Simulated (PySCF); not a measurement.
# C3H8BrGeN: electronic excitations at several levels of theory, part 2 of 2

PySCF 2.14.0. Atoms count from 0. The steps go on from the part before.

## 5. Excited states and response: LC-wPBE/def2-SVPD

What the job is given:

```
{"job": {"kind": "uv", "xc": "LC-wPBE", "basis": "def2-SVPD", "ip": true}, "charge": 0, "multiplicity": 1}
N      2.512517    -0.095761     0.345746
Ge     1.473237     0.157801     1.836674
Br     1.859492    -1.741239     3.111019
C     -0.371333     0.174819     1.290862
C     -0.889806    -0.979652     0.476755
C     -0.688254     0.345954    -0.176429
H      3.281005    -0.742312     0.506314
H      2.888829     0.760037    -0.055359
H      1.871314     1.367436     2.708068
H     -1.070503     0.623465     2.003781
H     -1.908726    -1.318378     0.681659
H     -0.191550    -1.783644     0.224078
H      0.154169     0.431944    -0.869275
H     -1.563497     0.946878    -0.437493
```

Method: TDDFT LC-wPBE/def2-SVPD, vertical, gas phase, core orbitals frozen in the response.

Log:

```text
coarse grid: 55184 points
cycle   1  E = -4823.5970258244  dE = -8.770e-01  |g| = 6.050e-01  |ddm| = 5.319e+00
cycle   2  E = -4823.6270751710  dE = -3.005e-02  |g| = 5.533e-01  |ddm| = 1.846e+00
cycle   3  E = -4823.6677456134  dE = -4.067e-02  |g| = 5.060e-02  |ddm| = 7.172e-01
cycle   4  E = -4823.6683557661  dE = -6.102e-04  |g| = 1.445e-02  |ddm| = 1.482e-01
cycle   5  E = -4823.6684328832  dE = -7.712e-05  |g| = 5.836e-03  |ddm| = 6.174e-02
cycle   6  E = -4823.6684419132  dE = -9.030e-06  |g| = 1.865e-03  |ddm| = 2.036e-02
final grid: 113704 points
cycle   7  E = -4823.6684052604  dE = -9.374e-07  |g| = 1.820e-03  |ddm| = 1.125e-02
cycle   8  E = -4823.6684054603  dE = -1.999e-07  |g| = 1.772e-03  |ddm| = 6.688e-03
cycle   9  E = -4823.6684060662  dE = -6.059e-07  |g| = 1.167e-04  |ddm| = 2.073e-03
cycle  10  E = -4823.6684060788  dE = -1.255e-08  |g| = 7.503e-05  |ddm| = 9.363e-04
cycle  11  E = -4823.6684060807  dE = -1.895e-09  |g| = 1.060e-05  |ddm| = 3.522e-04
cycle  12  E = -4823.6684060807  dE = -3.274e-11  |g| = 3.743e-06  |ddm| = 3.479e-05
converged SCF energy = -4823.6684060807

Static polarisability (au): isotropic 89.938, principal 79.682 86.918 103.214

Singlet excitations
state   eV       nm        f      main configurations
  1   6.7902    182.6   0.01346   H->L 0.56, H-2->L 0.11, H-1->L 0.10
  2   6.9389    178.7   0.02301   H-1->L 0.63
  3   7.1284    173.9   0.04138   H->L+1 0.34, H-2->L 0.27, H->L+2 0.11
  4   7.3626    168.4   0.01531   H-2->L 0.32, H->L 0.14, H->L+1 0.09
  5   8.2198    150.8   0.00604   H->L+2 0.21, H-1->L+1 0.12, H-3->L 0.12
  6   8.2527    150.2   0.05009   H->L+2 0.20, H->L+1 0.18, H-3->L 0.17
  7   8.4212    147.2   0.21837   H-3->L 0.31, H-4->L 0.24, H-2->L+1 0.11
  8   8.4650    146.5   0.04518   H-1->L+1 0.34, H-4->L 0.08
  9   8.5627    144.8   0.05382   H-1->L+2 0.21, H-2->L+1 0.16, H-4->L 0.12
 10   8.6982    142.5   0.22319   H-2->L+1 0.17, H-2->L+2 0.15, H->L+9 0.10

Triplet excitations (Tamm-Dancoff, eV): 6.3142 6.4516 6.6167 7.0039
Vertical ionisation energy (delta-SCF) = 10.0204 eV
```

It took 7.2 min on 1 thread, shared host.

Key values: HOMO -10.41 eV, LUMO 1.73 eV; lowest singlet 6.79 eV.

## 6. Excited states and response: PBE0/6-31G*

The job, as its differences from that of step 5:

```diff
@@ -1,2 +1,2 @@
-{"job": {"kind": "uv", "xc": "LC-wPBE", "basis": "def2-SVPD", "ip": true}, "charge": 0, "multiplicity": 1}
+{"job": {"kind": "uv", "xc": "PBE0", "basis": "6-31G*"}, "charge": 0, "multiplicity": 1}
 N      2.512517    -0.095761     0.345746
```

With the program's defaults for keys left out, this is: TDDFT PBE0/6-31G*, vertical, gas phase, core orbitals frozen in the response.

Log:

```text
coarse grid: 55184 points
cycle   1  E = -4823.6303647800  dE = -9.996e-01  |g| = 6.292e-01  |ddm| = 3.491e+00
cycle   2  E = -4823.5751859708  dE =  5.518e-02  |g| = 8.284e-01  |ddm| = 1.317e+00
cycle   3  E = -4823.7071784100  dE = -1.320e-01  |g| = 6.293e-02  |ddm| = 7.788e-01
cycle   4  E = -4823.7079737381  dE = -7.953e-04  |g| = 3.327e-02  |ddm| = 1.001e-01
cycle   5  E = -4823.7082020953  dE = -2.284e-04  |g| = 5.213e-03  |ddm| = 3.296e-02
cycle   6  E = -4823.7082075287  dE = -5.433e-06  |g| = 1.453e-03  |ddm| = 7.313e-03
final grid: 113704 points
cycle   7  E = -4823.7081267691  dE =  6.982e-08  |g| = 1.689e-03  |ddm| = 3.884e-03
cycle   8  E = -4823.7081263644  dE =  4.047e-07  |g| = 2.134e-03  |ddm| = 4.044e-03
cycle   9  E = -4823.7081274232  dE = -1.059e-06  |g| = 1.889e-04  |ddm| = 2.222e-03
cycle  10  E = -4823.7081274316  dE = -8.364e-09  |g| = 2.533e-05  |ddm| = 2.155e-04
cycle  11  E = -4823.7081274317  dE = -1.382e-10  |g| = 6.540e-06  |ddm| = 2.579e-05
converged SCF energy = -4823.7081274317

Static polarisability (au): isotropic 76.517, principal 65.269 72.935 91.348

Singlet excitations
state   eV       nm        f      main configurations
  1   6.0918    203.5   0.00433   H->L 0.99
  2   6.4844    191.2   0.02407   H-1->L 0.94
  3   6.7466    183.8   0.01279   H-2->L 0.94
  4   6.8473    181.1   0.04965   H->L+1 0.93
  5   7.2843    170.2   0.01448   H-3->L 0.89
  6   7.5605    164.0   0.10905   H-4->L 0.83
  7   7.5914    163.3   0.00968   H-1->L+1 0.90
  8   7.9207    156.5   0.01241   H-2->L+1 0.78
  9   7.9934    155.1   0.04082   H->L+2 0.86
 10   8.1668    151.8   0.00238   H-3->L+1 0.93

Triplet excitations (Tamm-Dancoff, eV): 5.8799 6.0232 6.1830 6.2871
```

It took 23 s on 1 thread, shared host.

This run: HOMO -7.35 eV, LUMO 0.13 eV; lowest singlet 6.09 eV.

## 7. Excited states and response: PBE0/def2-SVP

The job, as its differences from that of step 6:

```diff
@@ -1,2 +1,2 @@
-{"job": {"kind": "uv", "xc": "PBE0", "basis": "6-31G*"}, "charge": 0, "multiplicity": 1}
+{"job": {"kind": "uv", "xc": "PBE0", "basis": "def2-SVP"}, "charge": 0, "multiplicity": 1}
 N      2.512517    -0.095761     0.345746
```

Level: TDDFT PBE0/def2-SVP, vertical, gas phase, core orbitals frozen in the response.

Log:

```text
coarse grid: 55184 points
cycle   1  E = -4823.5431939754  dE = -1.073e+00  |g| = 5.965e-01  |ddm| = 3.838e+00
cycle   2  E = -4823.4903281615  dE =  5.287e-02  |g| = 7.901e-01  |ddm| = 1.297e+00
cycle   3  E = -4823.6127946646  dE = -1.225e-01  |g| = 6.179e-02  |ddm| = 7.898e-01
cycle   4  E = -4823.6135406177  dE = -7.460e-04  |g| = 3.286e-02  |ddm| = 1.021e-01
cycle   5  E = -4823.6137597598  dE = -2.191e-04  |g| = 4.850e-03  |ddm| = 3.433e-02
cycle   6  E = -4823.6137646585  dE = -4.899e-06  |g| = 1.335e-03  |ddm| = 6.860e-03
final grid: 113704 points
cycle   7  E = -4823.6137240859  dE =  9.646e-08  |g| = 1.568e-03  |ddm| = 3.644e-03
cycle   8  E = -4823.6137236666  dE =  4.193e-07  |g| = 2.020e-03  |ddm| = 3.708e-03
cycle   9  E = -4823.6137247072  dE = -1.041e-06  |g| = 1.652e-04  |ddm| = 2.117e-03
cycle  10  E = -4823.6137247133  dE = -6.018e-09  |g| = 2.658e-05  |ddm| = 1.827e-04
cycle  11  E = -4823.6137247134  dE = -1.728e-10  |g| = 4.485e-06  |ddm| = 2.839e-05
converged SCF energy = -4823.6137247134

Static polarisability (au): isotropic 77.397, principal 66.892 74.257 91.043

Singlet excitations
state   eV       nm        f      main configurations
  1   6.2886    197.2   0.00274   H->L 0.98
  2   6.6225    187.2   0.01708   H-1->L 0.96
  3   6.8711    180.4   0.01031   H-2->L 0.94
  4   6.9556    178.3   0.04484   H->L+1 0.90
  5   7.5606    164.0   0.00912   H-3->L 0.81, H-1->L+1 0.10
  6   7.7065    160.9   0.00178   H-1->L+1 0.83, H-3->L 0.09
  7   7.8251    158.4   0.09999   H-4->L 0.75, H-2->L+1 0.14
  8   8.0146    154.7   0.02373   H-2->L+1 0.49, H->L+2 0.30
  9   8.0625    153.8   0.06732   H->L+2 0.55, H-2->L+1 0.24
 10   8.3717    148.1   0.01167   H-3->L+1 0.79

Triplet excitations (Tamm-Dancoff, eV): 6.0375 6.1472 6.3016 6.4142
```

Run time: 31 s. Hardware: 1 thread, shared host.

This run: HOMO -7.42 eV, LUMO 0.29 eV; lowest singlet 6.29 eV.

## 8. Excited states and response: PBE0/def2-TZVP

The job, as its differences from that of step 7:

```diff
@@ -1,2 +1,2 @@
-{"job": {"kind": "uv", "xc": "PBE0", "basis": "def2-SVP"}, "charge": 0, "multiplicity": 1}
+{"job": {"kind": "uv", "xc": "PBE0", "basis": "def2-TZVP"}, "charge": 0, "multiplicity": 1}
 N      2.512517    -0.095761     0.345746
```

Method: TDDFT PBE0/def2-TZVP, vertical, gas phase, core orbitals frozen in the response.

Log:

```text
coarse grid: 55184 points
cycle   1  E = -4824.2839655794  dE = -1.014e+00  |g| = 8.502e-01  |ddm| = 2.884e+00
cycle   2  E = -4824.2028765817  dE =  8.109e-02  |g| = 1.102e+00  |ddm| = 1.418e+00
cycle   3  E = -4824.3767004135  dE = -1.738e-01  |g| = 1.034e-01  |ddm| = 9.377e-01
cycle   4  E = -4824.3785335623  dE = -1.833e-03  |g| = 4.060e-02  |ddm| = 1.252e-01
cycle   5  E = -4824.3788209125  dE = -2.874e-04  |g| = 1.054e-02  |ddm| = 4.491e-02
cycle   6  E = -4824.3788392394  dE = -1.833e-05  |g| = 2.262e-03  |ddm| = 1.029e-02
cycle   7  E = -4824.3788405337  dE = -1.294e-06  |g| = 3.827e-04  |ddm| = 2.248e-03
final grid: 113704 points
cycle   8  E = -4824.3788139619  dE = -1.466e-07  |g| = 4.591e-04  |ddm| = 4.803e-03
cycle   9  E = -4824.3788139221  dE =  3.976e-08  |g| = 6.046e-04  |ddm| = 9.108e-04
cycle  10  E = -4824.3788140100  dE = -8.792e-08  |g| = 4.301e-05  |ddm| = 4.829e-04
cycle  11  E = -4824.3788140104  dE = -3.429e-10  |g| = 1.131e-05  |ddm| = 4.187e-05
converged SCF energy = -4824.3788140104

Static polarisability (au): isotropic 89.092, principal 77.379 85.741 104.155

Singlet excitations
state   eV       nm        f      main configurations
  1   6.2460    198.5   0.00626   H->L 0.97
  2   6.5149    190.3   0.02202   H-1->L 0.94
  3   6.6960    185.2   0.05541   H->L+1 0.88
  4   6.7819    182.8   0.01184   H-2->L 0.90
  5   7.3418    168.9   0.00629   H-1->L+1 0.51, H-3->L 0.42
  6   7.4288    166.9   0.00749   H-3->L 0.48, H-1->L+1 0.42
  7   7.6005    163.1   0.08114   H-4->L 0.67, H-2->L+1 0.23
  8   7.7402    160.2   0.02944   H-2->L+1 0.48, H->L+2 0.25, H-4->L 0.13
  9   7.8053    158.8   0.09483   H->L+2 0.60, H-2->L+1 0.17
 10   7.9694    155.6   0.00055   H-3->L+1 0.92

Triplet excitations (Tamm-Dancoff, eV): 5.9563 6.0682 6.1433 6.3532
```

Run time: 73 s. Hardware: 1 thread, shared host.

This run: HOMO -7.58 eV, LUMO 0.04 eV; lowest singlet 6.25 eV.

## 9. Run by run: electronic excitations

Excitations and ground-state properties, with basis size and wall time:

```
                run  lowest singlet (eV)  brightest (eV)      f  gap (eV)  α (Å³)  μ (D)  functions     time
CAM-B3LYP/def2-SVPD                 6.36            7.95  0.111      9.68   13.72   2.46        223  5.3 min
  wB97X-D/def2-SVPD                 6.46            7.95  0.106     10.98   13.70   2.48        223  5.2 min
  LC-wPBE/def2-SVPD                 6.79            8.70  0.223     12.14   13.33   2.49        223  7.2 min
        PBE0/6-31G*                 6.09            7.56  0.109      7.47   11.34   2.68        136     23 s
      PBE0/def2-SVP                 6.29            7.83  0.100      7.70   11.47   2.37        160     31 s
     PBE0/def2-TZVP                 6.25            7.81  0.095      7.62   13.20   2.40        268     73 s
```

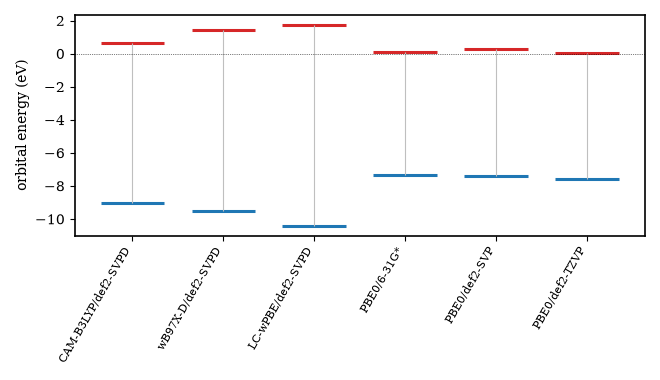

HOMO (blue) and LUMO (red) run by run.

## 10. Results

The summary covers parts 1 to 2.

| quantity | value |
| --- | --- |
| point group | C1 |
| rotational constants (main isotopes) | 2.60, 0.99, 0.84 GHz |
| lowest singlet (CAM-B3LYP/def2-SVPD) | 6.36 eV (195 nm), f = 0.006 |
| brightest single state of those computed | state 10, 7.95 eV, f = 0.111 |
| lowest triplet | 6.00 eV |
| vertical ionisation energy (ΔSCF) | 9.79 eV |
| range of the lowest singlet | 6.09 to 6.79 eV |

**Reading.** Single values in the summary come from the first run of each kind that ended normally (CAM-B3LYP/def2-SVPD), which need not be the best level. Relaxing lowered the energy by 0.075 eV in 10 steps; the close pair that moved most is Ge1–C3, from 1.964 to 1.924 Å. The first singlet state (HOMO→LUMO 0.79) lies at 6.36 eV and is weak; of the 10 states computed, the strongest absorption comes from state 10 at 7.95 eV (the last computed, so partners may be missing). The lowest triplet lies 0.36 eV below the lowest singlet (triplets in Tamm-Dancoff, singlets in full TDDFT). The orbital energy would give 9.04 eV for ionisation, ΔSCF gives 9.79 eV. The lowest singlet runs from 6.09 eV (PBE0/6-31G*) to 6.79 eV (LC-wPBE/def2-SVPD), while the orbital gap spans 7.47 to 12.14 eV. The lowest state need not be the same one in every run.
